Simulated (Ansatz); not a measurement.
# TiC (Fm-3m) under biaxial strain in the (001) plane

Aim: how do the optical modes of TiC (Fm-3m) shift and split under this strain?

Main program and level: Ansatz 0.2.0; DFT LDA, scalar-relativistic, plane waves, PAW; PAW set soft_1.

The database entry behind the starting cell differs from later determinations by our own check (0.1 to 0.3 % short, probably kX units), so it need not match the best structure at ambient conditions.

## (1) The structure

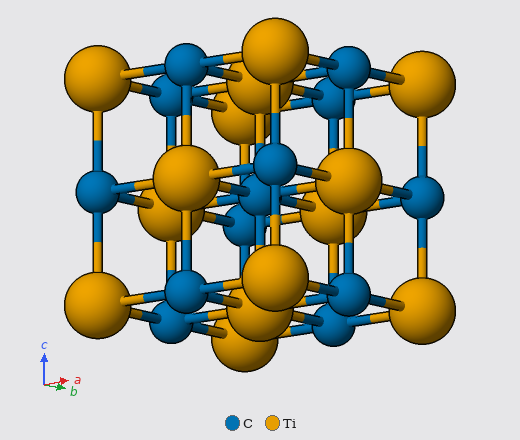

Start, viewed from a free direction; carbon blue, titanium orange. This picture shows the conventional cell, with its axes. Some periodic images of atoms are drawn too.

## (2) A rough relaxation first

A rough relaxation comes first, because large forces or stress need no tight tolerances yet.

input.yaml

```yaml
crystal:
  lattice:
    - [0.0, 2.1593, 2.1593]
    - [2.1593, 0.0, 2.1593]
    - [2.1593, 2.1593, 0.0]
  atoms:
    - { symbol: C, position: [0.5, 0.5, 0.5] }
    - { symbol: Ti, position: [0.0, 0.0, 0.0] }
kpoints:
  mp_grid: { grid: [8, 8, 8] }
hamiltonian:
  xc: lda
  pseudopotentials: { kind: paw, azcp: { folder: soft_1 }, xc_functional: pbe }
scf:
  occupations: { method: gaussian, width: 0.1 }
output:
  forces: true
  stress: true
  eigenvalues: true
relax:
  adjacent_minimum: "off"
  f_tol: 0.05
  max_steps: 80
  cell: { stress_tol: 0.5 }
```

The run is started by

```console
$ ansatz run input.yaml --threads 4 --pin off --max-ram 10240MiB --backend cpu --events-out ev --progress --plain --runs-dir out
```

Numbers of over 12 decimals in the logs are rounded to 6 here.

What it wrote:

```text
The last accepted step is kept in <dir> (removed where the run ends without a failure and the disk answers)
Engine: ansatz 0.2.0, aarch64-unknown-linux-gnu
Pseudopotentials: kind: paw
Pseudopotential: C, paw, valence charge 4, recommended cutoff 420 eV (normal), soft_1/C.paw.azcp
Pseudopotential: Ti, paw, valence charge 12, recommended cutoff 420 eV (normal), soft_1/Ti.paw.azcp
Functional definition: SPW92
[...]
--- Relaxed structure (3 steps of the walk, 3 accepted, 1 SCFs on fresh bases) ---
  F+E_penalty+E_count = -2695.18508529 eV   max|allowed force component| = 2.892e-30 eV/Å   (the final SCF, on the basis selected at the relaxed cell)
  cell:  # Å, volume = 19.3384 Å³
    - [0, 2.130413, 2.130413]
    - [2.130413, 0, 2.130413]
    - [2.130413, 2.130413, 0]
  atoms:
    - { symbol: C, position: [0.5, 0.5, 0.5] }
    - { symbol: Ti, position: [0, 0, 0] }
[key lines of the parts left out:]
SCF converged after 6 iterations
Free energy (F): -2695.185085 eV
Fermi energy:    15.120758 eV
P = ⅓ Tr σ = -0.0001 GPa (-0.001 kbar)
```

Elapsed: 1.2 s, on 4 threads of Arm Neoverse V1, shared host; peak memory 0.28 GiB; 3.4 s of CPU time.

The steps of the relaxation:

| step | energy less that of the first step (eV) | largest force component (eV/Å) | pressure (GPa) | volume (Å³) |
| --- | --- | --- | --- | --- |
| 1 | 0.0000 | 0.0000 | -10.51 | 20.14 |
| 2 | -0.0276 | 0.0000 | -1.19 | 19.43 |
| 3 | -0.0281 | 0.0000 | 0.07 | 19.34 |
| 4* | -0.0271 | 0.0000 | 0.00 | 19.34 |

Relaxation steps marked * repeat the geometry before them on a plane-wave basis chosen anew for their cell, so energy and pressure can jump there.

Forces are held to the 48 operations that the run works with; a distortion that breaks them can't arise in this run.

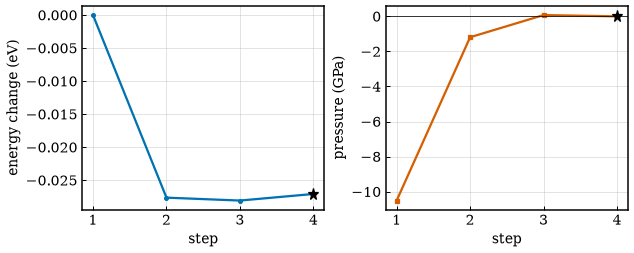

Energy and pressure along the relaxation. Stars mark steps on a basis chosen anew.

| conventional cell, symmetrised | before | after | change |
| --- | --- | --- | --- |
| a (Å) | 4.319 | 4.261 | -1.3 % |
| b (Å) | 4.319 | 4.261 | -1.3 % |
| c (Å) | 4.319 | 4.261 | -1.3 % |
| volume (Å³/atom) | 10.07 | 9.67 | -4.0 % |

The relaxed structure:

```cif
data_structure
_symmetry_space_group_name_H-M 'P 1'
_symmetry_Int_Tables_number 1
_cell_length_a 3.0129
_cell_length_b 3.0129
_cell_length_c 3.0129
_cell_angle_alpha 60.000
_cell_angle_beta 60.000
_cell_angle_gamma 60.000
_cell_volume 19.34
loop_
_atom_site_label
_atom_site_type_symbol
_atom_site_fract_x
_atom_site_fract_y
_atom_site_fract_z
_atom_site_occupancy
C1 C 0.50000 0.50000 0.50000 1
Ti2 Ti 0.00000 0.00000 0.00000 1
```

This step gave:

| Item | Value |
| --- | --- |
| pressure | -7.46e-5 GPa |
| volume per atom | 9.669 Å³ |
| gap on the k-mesh | 0 eV |

In this step the volume went from 10.07 to 9.67 Å³/atom.

## (3) Relaxation

Harmonic phonons are second derivatives at a point where the forces vanish, and they are wanted at zero stress, so atoms and cell are relaxed first.

input.yaml, the sections that differ from step 2:

```yaml
crystal:
  lattice:
    - [0.0, 2.1304133796, 2.1304133796]
    - [2.1304133796, 0.0, 2.1304133796]
    - [2.1304133796, 2.1304133796, 0.0]
  atoms:
    - { symbol: C, position: [0.5, 0.5, 0.5] }
    - { symbol: Ti, position: [0.0, 0.0, 0.0] }
kpoints:
  mp_grid: { grid: [16, 16, 16] }
output:
  forces: true
  stress: true
  eigenvalues: true
  write_density: true
  write_potential: true
  elf: true
  volumetric_format: npy
relax:
  adjacent_minimum: "off"
  f_tol: 0.005
  max_steps: 80
  cell: { stress_tol: 0.05 }
# hamiltonian, scf: as in step 2
```

What it wrote:

```text
[...]
Crystal: 2 atoms, lattice volume = 19.338 Å³
Basis set: ecut = 420 eV, 339 PW (Γ)
Bands: 12, of which v1, the nominal top of the filled ones, is band 8 counted from 1 (7 counted from 0)
Symmetry: 48 space group operations
[...]
k-points: 145 of 4096
[...]
SCF iter   1: F=—  HF=-2696.233928 eV  |F-HF|=—  |Δ(HF+E_count)|=         —  Δρ=1.44e-1  dr2=5.13e0  ethr=3.10e-3  ⟨swp⟩=4.4  Hψ=8628  notcnv=0
[...]
SCF iter   7: F=-2695.187017 eV  HF=-2695.187017 eV  |F-HF|=6.63e-10  |Δ(HF+E_count)|=  9.16e-10  Δρ=2.28e-6  dr2=8.45e-10  ethr=4.95e-10  ⟨swp⟩=5.2  Hψ=8268  notcnv=0
SCF 1 converged in 7 iterations: F = -2695.187017 eV  dr2 = 8.45e-10
[...]
relax step   1: F+E_penalty+E_count = -2695.18701674 eV  Δ(F+E_penalty+E_count) = +0.000e0 eV  max|allowed force component| = 5.654e-30 eV/Å  Δτ_max = 0.0000 Å  P = -0.010 GPa  Ω = 19.338 Å³  (7 SCF iters, dr2 threshold 1.00e-7 eV, accepted)
[...]
SCF iter   7: F=-2695.187017 eV  HF=-2695.187017 eV  |F-HF|=9.09e-13  |Δ(HF+E_count)|=  4.55e-13  Δρ=2.34e-10  dr2=1.22e-17  ethr=1.00e-12  ⟨swp⟩=1.7  Hψ=4203  notcnv=0
SCF 2 converged in 7 iterations: F = -2695.187017 eV  dr2 = 1.22e-17
relax step   2: F+E_penalty+E_count = -2695.18701674 eV  Δ(F+E_penalty+E_count) = -4.552e-10 eV  max|allowed force component| = 5.949e-30 eV/Å  Δτ_max = 0.0000 Å  P = -0.010 GPa  Ω = 19.338 Å³  stress off target by 9.55e-3 GPa  SCF on the basis re-selected at this cell (its energy is not comparable with the rows above)  (7 SCF iters)
basis re-selected at this cell: Δ(F+E_penalty+E_count) = -4.552e-10 eV, ΔP = -0.000 GPa vs the last step (what re-selecting the basis moved, of the pressure what is left beyond the Pulay correction that the steps carried, after the strain that the cell walked since its last selection, with what the two solves' SCF thresholds leave and, on support functions, any second-order correction that the steps lacked; it is no  [...]
SCF converged after 7 iterations
Free energy (F): -2695.187017 eV
[...]
Internal energy: -2695.185172 eV  (E = F + TS)
E sigma→0 (E₀):  -2695.186094 eV
Entropy (-TS):   -0.001845 eV (-0.923 meV/atom)
Fermi energy:    15.154882 eV
[...]
--- Stress (GPa, compression-positive) ---
       -0.009550      -0.000000       0.000000
        0.000000      -0.009550       0.000000
       -0.000000       0.000000      -0.009550
  P = ⅓ Tr σ = -0.0096 GPa (-0.096 kbar)
--- Band table (eV; the first three rows and the last of 145) ---
  k-point 0: bands = [... 4 lower, 2.7258, 15.8221, 15.8221, 15.8221, 16.9265, 16.9265, 16.9265, 16.9994]
  k-point 1: bands = [... 4 lower, 2.8208, 15.3749, 15.6344, 15.6344, 16.2257, 16.2257, 17.1742, 18.0257]
  k-point 2: bands = [... 4 lower, 3.0992, 14.4844, 14.8536, 14.8536, 16.2862, 16.2862, 17.5306, 19.1490]
  k-point 144: bands = [... 4 lower, 5.7131, 11.9561, 11.9561, 12.3580, 18.1006, 18.1006, 18.9039, 20.7488]
--- Relaxed structure (1 steps of the walk, 1 accepted, 1 SCFs on fresh bases) ---
[...]
cell:  # Å, volume = 19.3384 Å³
    - [0.0, 2.1304133796, 2.1304133796]
    - [2.1304133796, 0.0, 2.1304133796]
    - [2.1304133796, 2.1304133796, 0.0]
  atoms:
    - { symbol: C, position: [0.5, 0.5, 0.5] }
    - { symbol: Ti, position: [0.0, 0.0, 0.0] }
```

Elapsed: 1.9 s, on 4 threads; peak memory 0.34 GiB; 6.3 s of CPU time.

Little changed from the start: no atom moved by 0.005 Å and no cell edge by 0.1 %.

This step gave:

| Property | Result |
| --- | --- |
| pressure | -0.009550 GPa |

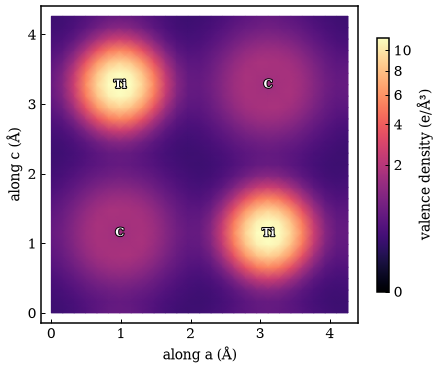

Valence density in the ac plane of the conventional cell at fractional y = 0.000, with atoms of C and Ti within 0.2 Å of it. It is the smooth field of the valence electrons, not physical close to the nuclei. The map starts off the cell's origin, so that atoms lie inside it. The colour scale is stretched toward low values.

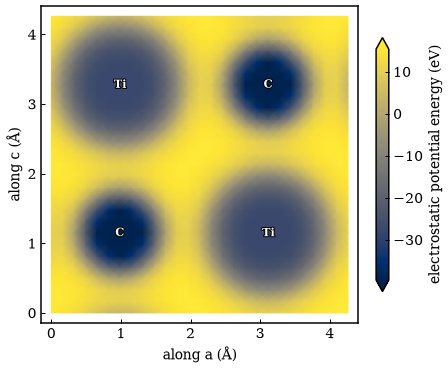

Electrostatic potential energy in the ac plane of the conventional cell at fractional y = 0.000, with atoms of C and Ti within 0.2 Å of it. With pseudopotentials it is smooth inside the atoms' cores, unlike the true potential. The map starts off the cell's origin, so that atoms lie inside it.

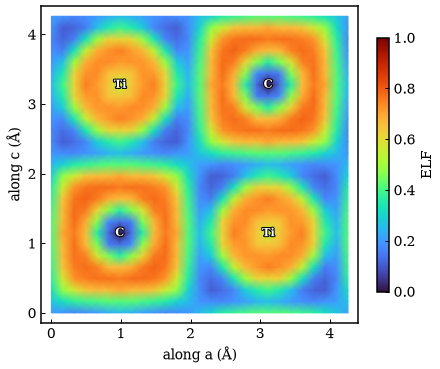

ELF in the ac plane of the conventional cell at fractional y = 0.000, with atoms of C and Ti within 0.2 Å of it. It is the smooth field of the valence electrons, not physical close to the nuclei. The map starts off the cell's origin, so that atoms lie inside it.

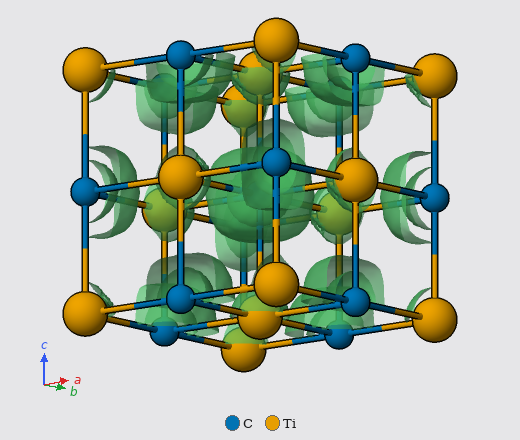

Surface of ELF = 0.71.

In this step the volume went from 9.67 to 9.67 Å³/atom.

## (4) Tight relaxation

Phonons need small forces and stress, so the relaxation is finished with tight tolerances on 16×16×16 k points.

input.yaml, the sections that differ from step 3:

```yaml
scf:
  occupations: { method: methfessel_paxton, width: 0.2 }
output:
  forces: true
  stress: true
  eigenvalues: true
relax:
  adjacent_minimum: "off"
  f_tol: 0.001
  max_steps: 60
  cell: { stress_tol: 0.01 }
# crystal, kpoints, hamiltonian: as in step 3
```

What it wrote:

```text
[...]
Crystal: 2 atoms, lattice volume = 19.338 Å³
Basis set: ecut = 420 eV, 339 PW (Γ)
Bands: 12, of which v1, the nominal top of the filled ones, is band 8 counted from 1 (7 counted from 0)
Symmetry: 48 space group operations
[...]
k-points: 145 of 4096
[...]
k-point 144: bands = [... 4 lower, 5.7134, 11.9562, 11.9562, 12.3582, 18.1003, 18.1003, 18.9034, 20.7485]
--- Relaxed structure (1 steps of the walk, 1 accepted, 1 SCFs on fresh bases) ---
[...]
cell:  # Å, volume = 19.3384 Å³
    - [0.0, 2.1304133796, 2.1304133796]
    - [2.1304133796, 0.0, 2.1304133796]
    - [2.1304133796, 2.1304133796, 0.0]
  atoms:
    - { symbol: C, position: [0.5, 0.5, 0.5] }
    - { symbol: Ti, position: [0.0, 0.0, 0.0] }
[key lines of the parts left out:]
SCF converged after 4 iterations
Free energy (F): -2695.186354 eV
Fermi energy:    15.157859 eV
P = ⅓ Tr σ = -0.0083 GPa (-0.083 kbar)
```

Wall time 1.7 s (4 threads); peak memory 0.33 GiB; 5.7 s of CPU time.

Little changed from the start: no atom moved by 0.005 Å and no cell edge by 0.1 %.

Numbers from this step:

* pressure: -0.008301 GPa

The forces vanish by symmetry and the pressure is -0.008 GPa, within the tolerances set. The cell now holds 9.67 Å³/atom.

## (5) Zone-centre response at rest

The force constants come from the linear response of the density to a displacement.

The modes at rest are the reference of the series.

input.yaml, as its differences from that of step 4:

```diff
@@ -16,9 +16,4 @@
 output:
-  forces: true
-  stress: true
   eigenvalues: true
-relax:
-  adjacent_minimum: "off"
-  f_tol: 0.001
-  max_steps: 60
-  cell: { stress_tol: 0.01 }
+phonons:
+  method: dfpt
```

What it wrote:

```text
[...]
Crystal: 2 atoms, lattice volume = 19.338 Å³
Basis set: ecut = 420 eV, 339 PW (Γ), exchange–correlation on 48×48×48 points (8 copies of the dense FFT grid, shifted against one another)
Bands: 12, of which v1, the nominal top of the filled ones, is band 8 counted from 1 (7 counted from 0)
Symmetry: 48 space group operations
k-points: 349 of 4096 (irreducible under 8 space group operations, time reversal used)
[...]
SCF iter   1: F=—  HF=-2696.233538 eV  |F-HF|=—  |Δ(HF+E_count)|=         —  Δρ=1.44e-1  dr2=5.13e0  ethr=3.10e-3  ⟨swp⟩=4.3  Hψ=20289  notcnv=0
[...]
SCF iter   8: F=-2695.186354 eV  HF=-2695.186354 eV  |F-HF|=2.27e-12  |Δ(HF+E_count)|=  1.45e-10  S|Δr|=    0.00e0  Δρ=1.36e-7  dr2=2.20e-12  ethr=1.00e-12  ⟨swp⟩=3.8  Hψ=19289  notcnv=0
SCF 1 converged in 8 iterations: F = -2695.186354 eV  dr2 = 2.20e-12
[...]
DFPT response loops at Γ: preconditioner auto → Kerker (q_TF=auto, 2.643 Å⁻¹) (partly filled bands, converged f_vac=0.000); β = 1.00, the filter's whole step (`scf.mixing.beta` (0.50) is not read by the response loops under this deck's `scf.mixing.preconditioner`; to damp them name `kerker` or `kerker_dos`, under which they read `scf.mixing.beta`, and type it under 1.00, their step now; both keys bind the ground state too); Broyden in place of MSR1
SCF converged after 8 iterations
[...]
Free energy (F): -2695.186354 eV
[...]
Internal energy: -2695.186048 eV  (E = F + TS)
E sigma→0 (E₀):  -2695.186278 eV
Entropy (-TS):   -0.000306 eV (-0.153 meV/atom)
Fermi energy:    15.157858 eV
[...]
--- Band table (eV; the first three rows and the last of 349) ---
  k-point 0: bands = [... 4 lower, 2.7261, 15.8217, 15.8217, 15.8217, 16.9270, 16.9270, 16.9270, 16.9990]
  k-point 1: bands = [... 4 lower, 2.8210, 15.3747, 15.6342, 15.6342, 16.2255, 16.2255, 17.1744, 18.0257]
  k-point 2: bands = [... 4 lower, 3.0995, 14.4844, 14.8537, 14.8537, 16.2859, 16.2859, 17.5307, 19.1490]
  k-point 348: bands = [... 4 lower, 5.7134, 11.9562, 11.9562, 12.3582, 18.1003, 18.1003, 18.9034, 20.7485]
--- Phonons (Γ-DFPT): 2 representative perturbations + reference, on 349 of 4096 k-points (Σ response iterations 6) ---
  k mesh reduced under 8 symmetry operations, with k and −k counted as one. Each operation leaves every solved perturbation unchanged. A smaller set is not used because it would not reduce the number of displacements times k-points to solve
  ASR residual: 6.385e-5 → 0.000e0 eV/Å²; symmetrization residual: 2.829e-7 eV/Å²
  ASR residual per site (eV/Å²): 4.72e-5 6.38e-5
  Γ frequencies (cm⁻¹): 0.00 0.00 0.00 554.88 554.88 554.88
  non-analytic LO–TO correction: not included (Born effective charges unavailable; polar crystals: no LO–TO splitting at Γ)
```

It took 6.8 s on 4 threads; peak memory 0.55 GiB; 25 s of CPU time.

Numbers from this step:

| Item | Value |
| --- | --- |
| sum-rule residual before enforcement | 6.38e-5 eV/Å² |
| point group | m-3m |
| highest optical mode at the zone centre (no LO-TO term) | 554.9 cm⁻¹ |
| lowest optical zone-centre mode | 554.9 cm⁻¹ |

Patterns of degenerate modes are one choice out of their space. Modes at Γ, with each element's share of the kinetic energy:

| mode | frequency (cm⁻¹) | symmetry | C % | Ti % |
| --- | --- | --- | --- | --- |
| 1 | 0.0 | acoustic | 20 | 80 |
| 2 | 0.0 | acoustic | 20 | 80 |
| 3 | 0.0 | acoustic | 20 | 80 |
| 4 | 554.9 | T1u | 80 | 20 |
| 5 | 554.9 | T1u | 80 | 20 |
| 6 | 554.9 | T1u | 80 | 20 |

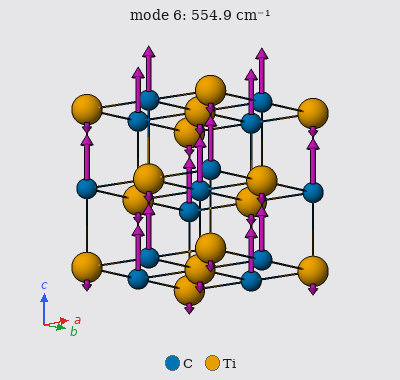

Displacement patterns of mode 6 at Γ; arrows are exaggerated. Some periodic images of atoms are drawn too.

Before it was imposed, the acoustic sum rule was missed by 6.4e-5 eV/Å². Small misses are needed for a sound result but don't prove that mesh and cutoff are converged. The lowest optical mode is real, 555 cm⁻¹.

## (6) Relaxation of a member: biaxial strain of +4 % in the (001) plane

The cell takes a biaxial strain of +4 % in the (001) plane. The strained lengths are held, while the rest of the cell and the atoms relax.

input.yaml, the sections that differ from step 5:

```yaml
crystal:
  lattice:
    - [0.0, 2.2156299148, 2.1041372517]
    - [2.2156299148, 0.0, 2.1041372517]
    - [2.2156299148, 2.2156299148, 0.0]
  atoms:
    - { symbol: C, position: [0.5, 0.5, 0.5] }
    - { symbol: Ti, position: [0.0, 0.0, 0.0] }
  conventional_axes: [[-1, 1, 1], [1, -1, 1], [1, 1, -1]]
output:
  forces: true
  stress: true
  eigenvalues: true
relax:
  adjacent_minimum: "off"
  f_tol: 0.001
  max_steps: 60
  cell: { stress_tol: 0.01, fix: [a, b, gamma] }
# kpoints, hamiltonian, scf: as in step 5
# phonons: removed
```

What it wrote:

```text
[...]
Crystal: 2 atoms, lattice volume = 20.658 Å³
Basis set: ecut = 420 eV, 395 PW (Γ)
Bands: 12, of which v1, the nominal top of the filled ones, is band 8 counted from 1 (7 counted from 0)
Symmetry: 16 space group operations
[...]
k-points: 349 of 4096
[...]
k-point 348: bands = [... 4 lower, 4.2636, 11.1379, 12.3988, 13.8028, 13.8028, 16.8041, 17.5336, 17.5336]
--- Relaxed structure (5 steps of the walk, 5 accepted, 2 SCFs on fresh bases) ---
[...]
cell:  # Å, volume = 20.5822 Å³
    - [0, 2.2156299148, 2.096369]
    - [2.2156299148, 0, 2.096369]
    - [2.2156299148, 2.2156299148, 0]
  atoms:
    - { symbol: C, position: [0.500000, 0.500000, 0.500000] }
    - { symbol: Ti, position: [0, 0, 0] }
[key lines of the parts left out:]
SCF converged after 3 iterations
Free energy (F): -2695.074808 eV
Fermi energy:    14.096202 eV
P = ⅓ Tr σ = -14.0940 GPa (-140.940 kbar)
```

Elapsed: 9.6 s, on 4 threads; peak memory 0.4 GiB.

Relaxation path:

| step | energy less that of the first step (eV) | largest force component (eV/Å) | pressure (GPa) | volume (Å³) |
| --- | --- | --- | --- | --- |
| 1 | 0.0000 | 0.0000 | -15.09 | 20.66 |
| 2 | -0.0005 | 0.0000 | -14.47 | 20.61 |
| 3 | -0.0006 | 0.0000 | -14.09 | 20.58 |
| 4 | -0.0006 | 0.0000 | -14.09 | 20.58 |
| 5* | -0.0005 | 0.0000 | -14.10 | 20.58 |
| 6 | -0.0005 | 0.0000 | -14.09 | 20.58 |
| 7* | -0.0005 | 0.0000 | -14.09 | 20.58 |

Relaxation steps marked * repeat the geometry before them on a plane-wave basis chosen anew for their cell, so energy and pressure can jump there.

Forces are held to the 16 operations that the run works with; a distortion that breaks them can't arise in this run.

| conventional cell, symmetrised | before | after | change |
| --- | --- | --- | --- |
| a (Å) | 3.133 | 3.133 | +0.0 % |
| b (Å) | 3.133 | 3.133 | +0.0 % |
| c (Å) | 4.208 | 4.193 | -0.4 % |
| volume (Å³/atom) | 10.33 | 10.29 | -0.4 % |

Final coordinates:

```xyz
2
Lattice="0.0000 2.2156 2.0964 2.2156 0.0000 2.0964 2.2156 2.2156 0.0000" Properties=species:S:1:pos:R:3 pbc="T T T"
C     2.2156    2.2156    2.0964
Ti    0.0000    0.0000    0.0000
```

This step gave:

```yaml
pressure: -14.09 GPa
volume_per_atom: 10.29 Å³
```

The forces vanish by symmetry.

[end of part 1 of 2]

[Logs are printed without paths, hosts, clocks, repeated set-up lines and the standing remarks that a program may print on its own settings, such as how far it seeks lower states.]

[Hosts, paths, dates, database ids (printed as entryN), source tags and the programs' standing remarks are cut or masked in the printed files.]
